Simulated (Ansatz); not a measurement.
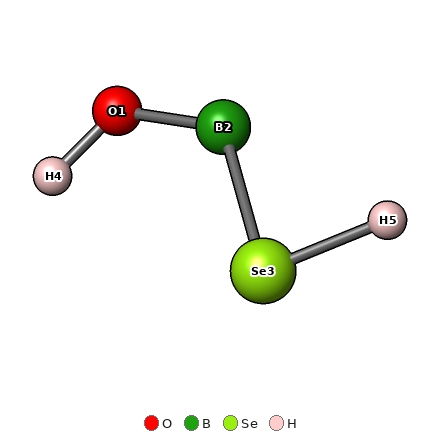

The system is BH₂OSe, SMILES O[B][SeH], spin multiplicity 2; the picture shows the reference structure. 
- The first coordinate is: dihedral O1–B2–Se3–H5; the second: dihedral H4–O1–B2–Se3.
- Nothing is relaxed (all other coordinates rigid).
- The grid has 9 × 9 points; 41 points were computed and 40 follow by symmetry.
- Points are written as (first, second).
- All energies are given in kJ/mol relative to the lowest grid point.
- Theory: UKS r2SCAN-D4/def2-TZVP (Ansatz 0.2.0).

Its coordinates:

| atom | x (Å) | y (Å) | z (Å) |
| --- | --- | --- | --- |
| O | -0.2828 | -0.7881 | 1.3172 |
| B | -0.4499 | 0.1904 | 0.4211 |
| Se | 0.5343 | 0.4206 | -1.2499 |
| H | 0.3902 | -1.4598 | 1.1358 |
| H | -0.1918 | 1.6370 | -1.6241 |

Range: dihedral O1–B2–Se3–H5 from −180 to 140°; dihedral H4–O1–B2–Se3 from −180 to 140°.

What landscape does the calculation give?

Answer. The lowest grid point is at (−180°, −180°). There are further wells near (−180°, −20°) (6 kJ/mol above the lowest at that grid point); (−20°, −180°) (6 kJ/mol above the lowest at that grid point); (−20°, 20°) (14 kJ/mol above the lowest at that grid point). The highest grid point, (−100°, 100°), lies 85 kJ/mol above the lowest. On the interpolated surface the easiest way out of the lowest well to the well at about (−180°, 0°) passes a barrier of about 30 kJ/mol. Round the minimum the two coordinates are weakly coupled (coupling −0.11 in units of the two stiffnesses).

| dihedral H4–O1–B2–Se3 ↓, dihedral O1–B2–Se3–H5 → | −180 | −140 | −100 | −60 | −20 | 20 | 60 | 100 | 140 |
| --- | --- | --- | --- | --- | --- | --- | --- | --- | --- |
| 140 | 11 | 30 | 57 | 45 | 18 | 19 | 44 | 54 | 25 |
| 100 | 29 | 51 | 85 | 68 | 38 | 39 | 70 | 82 | 47 |
| 60 | 22 | 40 | 68 | 55 | 31 | 32 | 60 | 68 | 39 |
| 20 | 6 | 18 | 40 | 33 | 14 | 14 | 34 | 41 | 19 |
| −20 | 6 | 19 | 41 | 34 | 14 | 14 | 33 | 40 | 18 |
| −60 | 22 | 39 | 68 | 60 | 32 | 31 | 55 | 68 | 40 |
| −100 | 29 | 47 | 82 | 70 | 39 | 38 | 68 | 85 | 51 |
| −140 | 11 | 25 | 54 | 44 | 19 | 18 | 45 | 57 | 30 |
| −180 | 0 | 14 | 38 | 29 | 6 | 6 | 29 | 38 | 14 |

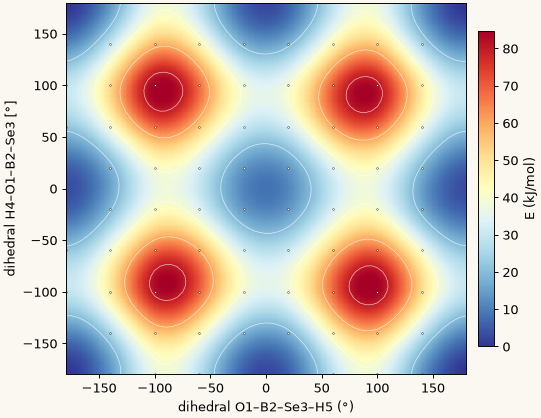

The picture shows a smooth colour map with a few white contour lines, dots at the grid points. Between grid points the surface is interpolated.

The whole map (41 points run) took 8.7 min on 1 thread of Arm Neoverse V1, on a shared host.
